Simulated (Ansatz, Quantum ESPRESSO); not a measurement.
**ZnAgH3 (Pm-3m): zone-centre phonons**

Which modes does ZnAgH3 (Pm-3m) have at the zone centre?

Method: DFT LDA, scalar-relativistic, plane waves, PseudoDojo norm-conserving pseudopotentials, in Quantum ESPRESSO 8.0 development, patched.

The structure was built from a prototype and need not be the compound's stable phase.

### 1. The starting structure

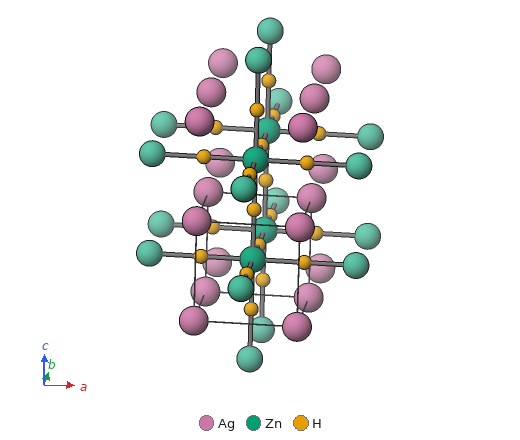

The starting structure, seen slightly off an axis (silver pink, zinc teal, hydrogen orange). 1×2×2 cells are drawn. Some periodic images of atoms are drawn too.

### 2. A probe with smearing

A cheap run with smearing and empty bands tells whether the crystal has a gap, which decides between fixed occupations and smearing later on.

The input, probe.in:

```
 &control
    calculation='scf',
    prefix='x',
    outdir='./tmp',
    pseudo_dir='./pseudo',
    tprnfor=.true.,
    tstress=.true.,
    verbosity='high',
 /
 &system
    ibrav=0,
    nat=5,
    ntyp=3,
    ecutwfc=86.0,
    occupations='smearing',
    smearing='gaussian',
    degauss=0.01,
 /
 &electrons
    conv_thr=1.0d-07,
    mixing_beta=0.7,
    electron_maxstep=100,
 /
ATOMIC_SPECIES
 Ag    107.8682  Ag.upf
 Zn     65.3800  Zn.upf
 H       1.0080  H.upf
CELL_PARAMETERS angstrom
     4.151600000    0.000000000    0.000000000
     0.000000000    4.151600000    0.000000000
     0.000000000    0.000000000    4.151600000
ATOMIC_POSITIONS crystal
 Ag     0.000000000   0.000000000   0.000000000
 Zn     0.500000000   0.500000000   0.500000000
 H      0.500000000   0.500000000   0.000000000
 H      0.500000000   0.000000000   0.500000000
 H      0.000000000   0.500000000   0.500000000
K_POINTS automatic
 4 4 4 0 0 0
```

Started as:

```sh
$ OMP_NUM_THREADS=1 mpirun -n 4 pw.x -nk 4 -in probe.in > probe.out
```

The runs that follow: relaxation; ground state; linear response at Γ; zone-centre analysis; sum rules set otherwise (asr crystal); sum rules set otherwise: a sum rule for molecules or wires on a crystal; A second program; side by side: QE PseudoDojo and Ansatz, PseudoDojo. Settings of the main run: cutoff 86 Ry, 8×8×8 k-mesh, Marzari-Vanderbilt occupations, smearing width 0.02 Ry, response threshold 1.00e-18, q point (0, 0, 0).

Before running: what should come out for the highest optical zone-centre mode; lowest optical zone-centre mode; and largest difference from Ansatz, PseudoDojo?

At the LDA level the optical modes of ZnAgH3 (Pm-3m) at the zone centre run from 288i to 1254 cm⁻¹, so the structure is a saddle point, with 3 modes beyond 10i cm⁻¹ there. The relaxation gained more than 0.3 eV an atom, so the start was far from this structure and its bonding may have changed. Of the 12 optical modes, 9 are infrared active alone and 3 are silent.

- volume per atom: 8.89 Å³
- highest optical zone-centre mode (no LO-TO term): 1254 cm⁻¹
- lowest optical zone-centre mode: -288.1 cm⁻¹
- imaginary optical modes at the zone centre (no q mesh in this session): yes
- largest difference from Ansatz, PseudoDojo: 0.79 cm⁻¹

QE PseudoDojo and Ansatz, PseudoDojo agree to 0.79 cm⁻¹ (0.06 % of the highest mode compared) on all solved modes but the acoustic ones at Γ, without the LO-TO term. These are harmonic frequencies at zero temperature: anharmonic shifts and linewidths and thermal expansion are left out. In a metal the frequencies hang on the k mesh and the smearing, most of all near Kohn anomalies. The build is a development version in which the Raman tensors of release 7.5 are mended; dynmat.x leaves out the electro-optic term of LO lines. The structure is a hypothetical one, built on a prototype.

[Host names and launcher messages were left out of these logs when they were recorded.]

[Logs are printed without paths, hosts, clocks, repeated set-up lines and the standing remarks that a program may print on its own settings, such as how far it seeks lower states.]

[Hosts, paths, dates, database ids (printed as entryN), source tags and the programs' standing remarks are cut or masked in the printed files.]
